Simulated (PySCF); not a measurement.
C$_{7}$H$_{7}$, charge −1, SMILES `[CH2-]c1ccccc1`.

Method: B3LYP/def2-SVP; geometry: GFN2-xTB; program: PySCF. No frequency check shows the geometry to be a minimum. For an anion such functionals hold the outermost electrons too loosely, so the response is rough. The basis has no diffuse functions, which an anion needs.

Cartesian coordinates (Å):

```
C1      -2.3855    0.0001    0.0000
C2      -1.0228   -0.0001    0.0000
C3      -0.2427    1.2072    0.0000
C4       1.1238    1.1952    0.0000
C5       1.8457    0.0000    0.0000
C6       1.1237   -1.1953    0.0000
C7      -0.2428   -1.2072    0.0000
H8      -2.9570   -0.9181    0.0000
H9      -2.9570    0.9183    0.0000
H10     -0.7744    2.1561    0.0000
H11      1.6677    2.1406    0.0000
H12      2.9312   -0.0001    0.0000
H13      1.6676   -2.1408    0.0000
H14     -0.7746   -2.1561    0.0000
```

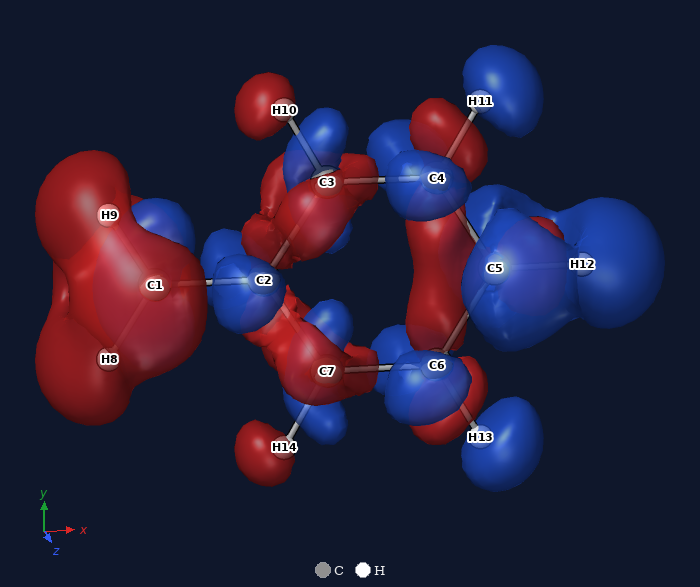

Change of the electron density in a uniform field of 0.15 V/Å, surfaces at ±0.0015 e/Å³ (blue: gain, red: loss).

Along which Cartesian direction does the field point?

Answer. Along −x: electrons gather on the +x side, against the field.

What dipole is induced, and what polarisability does it imply?

Answer. The induced dipole is 0.99 D (along the field); α along this axis, from the fields in both directions, is 129 bohr³ (19.1 Å³).

Which atoms gain and lose the most charge?

Answer. Electrons gather most on C5 (Hirshfeld charge changes by −0.011 e) and leave C1 most (+0.015 e); 0.068 electrons are displaced in all.
